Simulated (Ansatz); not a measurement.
**Errors in the atomisation enthalpy at 298 K**

6 molecules with two or more fluorines; the atomisation enthalpy at 298 K in kJ/mol, computed less measured. Shapes, held fixed at every level: PBE0-D4/def2-TZVP. Flexible molecules stand in one conformer, not always the lowest. Thermal terms are harmonic and unscaled (PBE0-D4/def2-TZVP); the spin-orbit lowering of the free atoms is taken from their spectra. Programs: Ansatz 0.2.0. Measured values: Active Thermochemical Tables, CRC Handbook of Chemistry and Physics, NIST-JANAF tables.

Levels: A = SPW92/def2-TZVPP; B = PBE-D4/def2-TZVPP; C = wB97M-V/def2-TZVPP.

```
                                molecule  from tabulated heats     A     B    C
            BClF2 (chlorodifluoroborane)                  1736  +303   +60  +12
               GeF4 (tetrafluorogermane)                  1880  +381   +56   -5
        C2ClF3 (chlorotrifluoroethylene)                  2299  +617  +178  +18
        C2ClF5 (chloropentafluoroethane)                  3071  +822  +210  +36
             C2H4F2 (1,1-difluoroethane)                  2965  +504   +84   +9
C3H4F4O (2,2,3,3-tetrafluoro-1-propanol)                  4651  +976  +200  +28
```

Problem. Which level does best on this set, which worst, and which err to one side?

Solution. 
```
             level                    kind  mean error  mean absolute error  worst case
  SPW92/def2-TZVPP                     LDA      +600.5                600.5     C3H4F4O
 PBE-D4/def2-TZVPP                     GGA      +131.3                131.3      C2ClF5
wB97M-V/def2-TZVPP  range-separated hybrid       +16.3                 18.0      C2ClF5
```

On this set wB97M-V/def2-TZVPP has the smallest mean absolute error and SPW92/def2-TZVPP the largest. SPW92/def2-TZVPP is too high in 6 of 6; PBE-D4/def2-TZVPP is too high in 6 of 6; wB97M-V/def2-TZVPP is too high in 5 of 6. The heats of GeF4 (tetrafluorogermane), C2ClF3 (chlorotrifluoroethylene), C2ClF5 (chloropentafluoroethane), C3H4F4O (2,2,3,3-tetrafluoro-1-propanol) come from older tables and can be uncertain by 10 kJ/mol or more. Heats of the atoms come from ATcT where it has them, that of boron, 570 kJ/mol, from recent work. The tabulated value of BClF2 is in doubt (older tables, estimates, or at odds with other calculations) and kept here. Over the 5 molecules whose values aren't doubted the mean absolute errors are A 660.0; B 145.6; C 19.2. For SPW92/def2-TZVPP and PBE-D4/def2-TZVPP the error tends to grow with the atomisation enthalpy. Relativity is left out for Ge. The set is small.

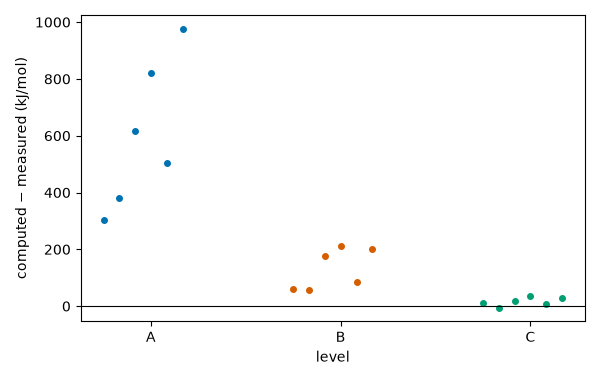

Errors of each level, one point a molecule.
